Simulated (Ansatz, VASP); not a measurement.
# BN (Qingsongite) in two plane-wave programs, part 2 of 2

Wanted: the spread between two codes on one cell, functional and k mesh. The cell is taken from a series of VASP runs on this material, whose earlier steps may have relaxed, scaled or displaced it; both programs get it as it stands. Valence electrons are named where the data sets of a main pair hold unlike numbers.

VASP 6.6.1 and Ansatz 0.2.0.

So far: Set-up; VASP: band structure, HSE06.

### Step 3. Ansatz: band structure, HSE06

Level of this step: Ansatz beside VASP: Kohn-Sham DFT, plane waves, HSE06 (Ansatz).

Ansatz runs on its default PAW (the set named soft_2) files.

The same cell, functional, mesh and smearing now go to Ansatz, which takes its cutoff from its data sets.

Input file input.yaml:

```yaml
crystal:
  lattice:
    - [0.0, 1.803165744, 1.803165744]
    - [1.803165744, 0.0, 1.803165744]
    - [1.803165744, 1.803165744, 0.0]
  atoms:
    - { symbol: B, position: [0.0, 0.0, 0.0] }
    - { symbol: "N", position: [0.25, 0.25, 0.25] }
hamiltonian:
  xc: { exchange: pbe, correlation: pbe, exx: { coeff: 0.25, omega: 0.2 } }
  pseudopotentials: { kind: paw }
kpoints:
  mp_grid: { grid: [7, 7, 7] }
  band_path:
    path:
      - [0.0, 0.0, 0.0]
      - [0.5, 0.0, 0.5]
      - [0.5, 0.2, 0.7]
      - [0.4, 0.35, 0.75]
      - [0.15, 0.15, 0.3]
      - [0.2, 0.2, 0.2]
      - [0.55, 0.4, 0.55]
      - [0.6, 0.25, 0.65]
      - [0.5, 0.25, 0.75]
      - [0.5, 0.5, 0.5]
      - [0.375, 0.375, 0.75]
      - [0.5, 0.0, 0.5]
    npoints: 1
scf:
  occupations: { method: gaussian, width: 0.05 }
  n_extra_bands: 7
output:
  forces: true
  stress: true
  eigenvalues: true
```

Run with:

```
$ ansatz run input.yaml --threads 4 --pin off --max-ram 9216MiB --backend cpu --events-out ev --progress --plain --runs-dir out
```

Numbers of over 12 decimals in the logs are rounded to 6 here.

Log:

```text
Warning: output.stress: scf.convergence.dr2_threshold = 1e-7 eV (the SCF's general default) is looser than the 2e-10 eV advised for a printed stress (1e-10 eV for each atom of the cell: 2). What an SCF threshold leaves in a stress goes as its square root, and in the free energy as the threshold itself, and one threshold admits the most on a small cell: [figures from the program's tests cut] Set scf.convergence.dr2_threshold to 2e-10 eV or tighter. The threshold is an SCF's pass mark: one that does not reach it within its budget of iterations ends unconverged, or closes short of it on a stop that the run arms, and scf.convergence.dr2_threshold's page says what that costs each kind of run
Warning: output.stress: scf.exx.energy_threshold = 1e-6 eV is looser than the 2e-8 eV advised for a stress under a hybrid functional (1e-8 eV for each atom of the cell: 2). Every SCF of the exchange loop can meet its threshold on dr2 while the loop round them stops early: no threshold on dr2 bounds what that leaves in the stress. Set scf.exx.energy_threshold to 2e-8 eV or tighter. The threshold is the loop's pass mark: a loop that does not reach it within its budget of cycles ends unconverged, and scf.exx.energy_threshold's page has the law
scf.n_extra_bands = 7 over 4 filled bands (N_el = 8.0): the run solves 11 bands
Engine: ansatz 0.2.0, aarch64-unknown-linux-gnu
Pseudopotentials: kind: paw
Pseudopotential: B, paw, valence charge 3, recommended cutoff 420 eV (normal), B.paw.azcp
Pseudopotential: N, paw, valence charge 5, recommended cutoff 420 eV (normal), N.paw.azcp
Functional definition: unnamed
  parameter a_1 = 0.25
  parameter omega_1 = 0.2/angstrom
  exchange = pbe_x + (-a_1)*pbe_x_sr(omega_1) + a_1*exact_x_sr(omega_1)
  correlation = pbe_c
Crystal: 2 atoms, lattice volume = 11.726 Å³
Basis set: ecut = 420 eV, 259 PW (Γ), exchange–correlation on 36×36×36 points (8 copies of the dense FFT grid, shifted against one another)
Bands: 11, of which v1, the nominal top of the filled ones, is band 4 counted from 1 (3 counted from 0)
Symmetry: 24 space group operations
Space group: F-43m (ITA 216), of the structure as read, at distance tolerance 2.3e-5 Å
k-points: 20 of 343 (time reversal used)
Non-local potential: B, projectors of the file, l = 0: 2, l = 1: 2, l = 2: 1
Non-local potential: N, projectors of the file, l = 0: 2, l = 1: 2, l = 2: 1
PAW form: soft (Blöchl's): semilocal exchange-correlation on the pseudo side does not see the compensation charge
PAW frozen core: B, regenerated for the run's functional, and the local potential with it (the file was generated under x = pbe(κ = 0.804, μ = 0.219515), c = pbe(β = 0.066725))
PAW frozen core: N, regenerated for the run's functional, and the local potential with it (the file was generated under x = pbe(κ = 0.804, μ = 0.219515), c = pbe(β = 0.066725))
PAW one-centre angular grid: B, 110 points (default); XC on 64 Gauss nodes
PAW one-centre angular grid: N, 110 points (default); XC on 64 Gauss nodes
Initial density: superposition of atomic densities (neutral atoms: chi_scale 0, normalization atom), corrected by the library's trained network
Initial wavefunctions: pseudopotential atomic-orbital guess
Functional: x = pbe(κ = 0.804, μ = 0.219515), c = pbe(β = 0.066725), warm-up for x = pbe(κ = 0.804, μ = 0.219515) + 0.25 (exact − pbe) at short range (hse, ω = 0.2 Å⁻¹), c = pbe(β = 0.066725)
SCF iter   1: F=—  HF=-542.271648 eV  |F-HF|=—  |Δ(HF+E_count)|=         —  Δρ=1.55e-3  dr2=1.23e-4  ethr=1.77e-3  ⟨swp⟩=2.0  Hψ=1453  notcnv=0
preconditioner: auto → none  [insulator: Δε(μ)=4.732 eV  Ē_g=25.459 eV  σ=0.050 eV  W_gap=1.00  n_scr=0 (ndim 8)  ℏωp=30.7 eV  f_vac=0.000  D(μ)=0.00/eV (n_scr^D=0)]
SCF iter   2: F=-542.271875 eV  HF=-542.271817 eV  |F-HF|=5.82e-5  |Δ(HF+E_count)|=   1.69e-4  Δρ=8.03e-4  dr2=3.10e-5  ethr=1.53e-6  ⟨swp⟩=2.2  Hψ=310  notcnv=0  defer=2
SCF 1 stopped early in 2 iterations: F = -542.271875 eV  dr2 = 3.10e-5
  greatest PAW one-centre occupation: 0.788 electrons in one spin orbital (limit 2), on the N atom at site 1 (counted from 0), in its partial waves of l = 0
Initial density: handed on by an earlier stage of this run
Initial wavefunctions: those handed on with the density
Functional: x = pbe(κ = 0.804, μ = 0.219515) + 0.25 (exact − pbe) at short range (hse, ω = 0.2 Å⁻¹), c = pbe(β = 0.066725)
Exchange kernel: α = 0.2500, screened, ω = 0.2000 Å⁻¹, Wigner–Seitz truncation, v(0) = 1118.2394 eV·Å³, q-mesh 7×7×7, nearest image of the exchange supercell L = 17.85 Å, pair-density grid 12×12×12, without the augmentation charges, whose exchange is taken in its separable form by FFT convolution over the k-point mesh (sized by the pseudopotential files, 15×15×15 at the most), smooth part of the exact exchange by density-matrix convolution
Frozen-core exchange: fock
SCF iter   1: F=—  HF=-542.457096 eV  |F-HF|=—  |Δ(HF+E_count)|=         —  Δρ=9.40e-3  dr2=5.32e-3  ethr=3.87e-6  ⟨swp⟩=5.1  Hψ=947  notcnv=0
preconditioner: auto → none  [insulator: Δε(μ)=6.064 eV  Ē_g=28.249 eV  σ=0.050 eV  W_gap=1.00  n_scr=0 (ndim 8)  ℏωp=30.7 eV  f_vac=0.000  D(μ)=0.00/eV (n_scr^D=0)]
SCF iter   2: F=—  HF=-542.455070 eV  |F-HF|=—  |Δ(HF+E_count)|=   2.03e-3  Δρ=4.37e-3  dr2=8.45e-4  ethr=3.87e-6  ⟨swp⟩=3.0  Hψ=438  notcnv=0
SCF iter   3: F=—  HF=-542.456625 eV  |F-HF|=—  |Δ(HF+E_count)|=   1.55e-3  Δρ=1.38e-3  dr2=1.69e-4  ethr=3.87e-6  ⟨swp⟩=2.5  Hψ=326  notcnv=0
iter 4 solved again at ethr=7.16e-8 eV; its pass at ethr=2.08e-6 eV (dr2=5.73e-6 eV) is discarded
SCF iter   4: F=—  HF=-542.456568 eV  |F-HF|=—  |Δ(HF+E_count)|=   5.61e-5  Δρ=2.63e-4  dr2=6.96e-6  ethr=7.16e-8  ⟨swp⟩=2.0  Hψ=686  notcnv=0
SCF iter   5: F=-542.456576 eV  HF=-542.456577 eV  |F-HF|=4.22e-7  |Δ(HF+E_count)|=   8.11e-6  Δρ=1.11e-4  dr2=1.05e-6  ethr=7.16e-8  ⟨swp⟩=2.0  Hψ=300  notcnv=0
SCF 2 stopped early in 5 iterations: F = -542.456576 eV  dr2 = 1.05e-6
  greatest PAW one-centre occupation: 0.790 electrons in one spin orbital (limit 2), on the N atom at site 1 (counted from 0), in its partial waves of l = 0
hybrid outer 1: dexx = +2.081e-3 eV, tail = 7.00e-6 eV
Exchange kernel: α = 0.2500, screened, ω = 0.2000 Å⁻¹, Wigner–Seitz truncation, v(0) = 1118.2394 eV·Å³, q-mesh 7×7×7, nearest image of the exchange supercell L = 17.85 Å, pair-density grid 12×12×12, without the augmentation charges, whose exchange is taken in its separable form by FFT convolution over the k-point mesh (sized by the pseudopotential files, 15×15×15 at the most), smooth part of the exact exchange by density-matrix convolution
Frozen-core exchange: fock
SCF iter   1: F=—  HF=-542.456607 eV  |F-HF|=—  |Δ(HF+E_count)|=         —  Δρ=6.98e-5  dr2=3.46e-7  ethr=4.37e-7  ⟨swp⟩=3.8  Hψ=585  notcnv=0
preconditioner: auto → none  [insulator: Δε(μ)=6.097 eV  Ē_g=28.243 eV  σ=0.050 eV  W_gap=1.00  n_scr=0 (ndim 8)  ℏωp=30.7 eV  f_vac=0.000  D(μ)=0.00/eV (n_scr^D=0)]
SCF iter   2: F=—  HF=-542.456607 eV  |F-HF|=—  |Δ(HF+E_count)|=   8.69e-8  Δρ=1.07e-5  dr2=1.60e-8  ethr=4.15e-9  ⟨swp⟩=2.9  Hψ=335  notcnv=0
SCF iter   3: F=-542.456607 eV  HF=-542.456607 eV  |F-HF|=7.59e-10  |Δ(HF+E_count)|=   5.11e-8  Δρ=4.62e-6  dr2=1.28e-9  ethr=5.93e-11  ⟨swp⟩=3.2  Hψ=473  notcnv=0
SCF 3 converged in 3 iterations: F = -542.456607 eV  dr2 = 1.28e-9
  Residual-converged pass: ⟨swp⟩=2.0  Hψ=300  notcnv=0  max |occ|·‖R‖ = 2.0e-6 eV (tolerance 2.4e-6 eV)  dr2=1.27e-9  dr2_onsite=2.40e-10  max |Δocc| = 0.0e0
hybrid outer 2: dexx = +7.977e-8 eV, tail = 4.67e-9 eV, Δε = 2.62e-3 eV (about 7.94e-5 eV left of the loop's levels)
NSCF: frozen V_eff on 12 k-points
hybrid SCF converged: 2 outer / 8 inner (+2 warm-up), last move |dexx| = 7.98e-8 eV, tail = 4.67e-9 eV
Stability not checked: this state was not tested for a lower state beside it, because the functional holds exact exchange (a hybrid, or Hartree-Fock), whose exchange loop this test does not read (fock_operator; see scf.lower_state_search)
Free energy (F): -542.456607 eV
Frozen-core exchange: fock
Harris-Foulkes:  -542.456607 eV  (|F-HF|=7.59e-10)
Internal energy: -542.456607 eV  (E = F + TS)
E sigma→0 (E₀):  -542.456607 eV
Fermi energy:    13.466113 eV
--- Per-component energies (eV) ---
  E_band       = 14.273035
  E_kinetic    = 186.031681
  E_local      = -173.514365  (includes V_loc(G=0)·N_el)
  E_nonlocal   = 55.559824
  E_hartree    = 48.898592
  E_xc         = -75.642522
  E_vxc        = -93.182257  (∫ρ·V_xc dr)
  E_exx        = -19.712705  (= α·E_x^exact, valence–valence)
  E_paw        = -204.796396  (= ΣΔE_a)
  E_vpaw       = -18.993955  (= ΣTr[D̂ρ^β])
  E_aug_tail   = 0.000103  (compensation charges beyond the density's cutoff)
  E_ewald      = -359.246096
  E_core_change = -0.034723  (= ΣΔE_core)
  E_smearing   = -0.000000  (= −TS)
  E_closure    = 0.000000  (closes the sum)
  Σ components = -542.456607   (vs F -542.456607, Δ=0.00e0)
--- Forces (eV/Å), atoms counted from 1 ---
  atom   1  B      0.00000000    -0.00000000     0.00000000
  atom   2  N     -0.00000000     0.00000000     0.00000000
  max |Σ_I F_I| component: 5.55e-16 eV/Å
--- Stress (GPa, compression-positive) ---
       -3.346974       0.000000      -0.000000
        0.000000      -3.346974       0.000000
       -0.000000       0.000000      -3.346974
  P = ⅓ Tr σ = -3.3470 GPa (-33.470 kbar)
--- Band table (eV; the first three rows and the last of 20) ---
  k-point 0: bands = [-11.7688, 10.4182, 10.4182, 10.4182, 21.0488, 21.0488, 21.0488, 22.6748, ... 3 higher]
  k-point 1: bands = [-11.2335, 7.8714, 9.9033, 9.9033, 21.4725, 21.8217, 21.8217, 24.3046, ... 3 higher]
  k-point 2: bands = [-9.7026, 3.2740, 8.9761, 8.9761, 21.9944, 22.8600, 22.8600, 26.6754, ... 3 higher]
  k-point 19: bands = [-5.5836, 1.7119, 2.2878, 4.8942, 20.9086, 25.6069, 27.3072, 28.5511, ... 3 higher]
```

It took 9.6 s on 4 threads of Arm Neoverse V2, shared host; peak memory 0.53 GiB.

### Step 4. Side by side

Known differences besides the potentials themselves: exact exchange at q = 0 is treated differently, which shows on coarse meshes; VASP keeps PBE cores, Ansatz makes them for the functional; the cutoff is 420 eV in Ansatz and 520 eV in VASP; VASP takes a coarser grid for exact exchange (PRECFOCK = Fast). Total energies have different zeros and are not compared.

Both answers:

| quantity | Ansatz | VASP | difference |
| --- | --- | --- | --- |
| gap over the path points (eV) | 5.821 | 5.806 | +0.015 |

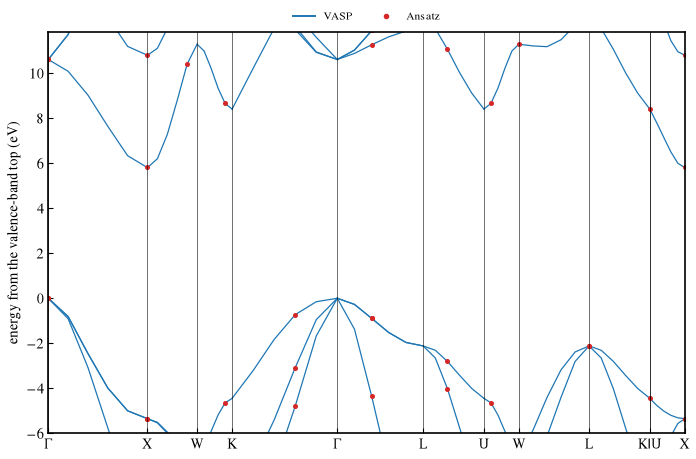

Bands from VASP (lines) and levels from Ansatz (dots). Dots without a line are higher empty bands that the VASP plot leaves out.

Levels at points of the path, from each program's valence-band top (eV; 3 filled, then empty):

| k (reciprocal lattice) | Ansatz | VASP |
| --- | --- | --- |
| 0.000 0.000 0.000 | 0.00 0.00 0.00 10.63 10.63 10.63 | 0.00 0.00 0.00 10.61 10.61 10.61 |
| 0.500 0.000 0.500 | -9.81 -5.35 -5.35 5.82 10.82 20.61 | -9.82 -5.35 -5.35 5.81 10.80 20.60 |
| 0.500 0.200 0.700 | -8.70 -7.19 -6.89 10.41 14.92 16.37 | -8.71 -7.20 -6.90 10.40 14.91 16.37 |
| 0.400 0.350 0.750 | -8.92 -8.28 -4.64 8.67 14.84 17.90 | -8.93 -8.29 -4.65 8.66 14.84 17.89 |
| 0.150 0.150 0.300 | -4.79 -3.08 -0.73 11.95 12.09 12.71 | -4.79 -3.09 -0.73 11.94 12.09 12.70 |
| 0.200 0.200 0.200 | -4.34 -0.89 -0.89 11.27 11.90 11.90 | -4.35 -0.89 -0.89 11.27 11.89 11.89 |
| 0.550 0.400 0.550 | -11.17 -4.02 -2.81 11.08 13.90 14.13 | -11.17 -4.02 -2.81 11.06 13.90 14.11 |
| 0.600 0.250 0.650 | -8.92 -8.28 -4.64 8.67 14.84 17.90 | -8.93 -8.29 -4.65 8.66 14.84 17.89 |
| 0.500 0.250 0.750 | -8.37 -7.59 -7.03 11.30 15.48 16.36 | -8.38 -7.60 -7.04 11.29 15.48 16.35 |
| 0.500 0.500 0.500 | -11.70 -2.12 -2.12 11.96 12.60 12.60 | -11.70 -2.12 -2.12 11.97 12.58 12.58 |

Among the levels compared at these points, filled levels agree within 8 meV and empty ones within 19 meV.

### Step 5. What came out

```
largest difference of a filled level at the path points (band structure, HSE06) : 7.9 meV
```

The largest difference of a filled level at the path points is 7.9 meV (band structure, HSE06), within the 80 meV picked in this series as the mark of a large difference. How closely two codes agree says nothing of how well the functional describes the real material.

[Lines on the potential files, build, host, timing and source positions are cut from VASP's logs without a mark.]

[Logs are printed without paths, hosts, clocks, repeated set-up lines and the standing remarks that a program may print on its own settings, such as how far it seeks lower states.]

[Hosts, paths, dates, database ids (printed as entryN), source tags and the programs' standing remarks are cut or masked in the printed files.]
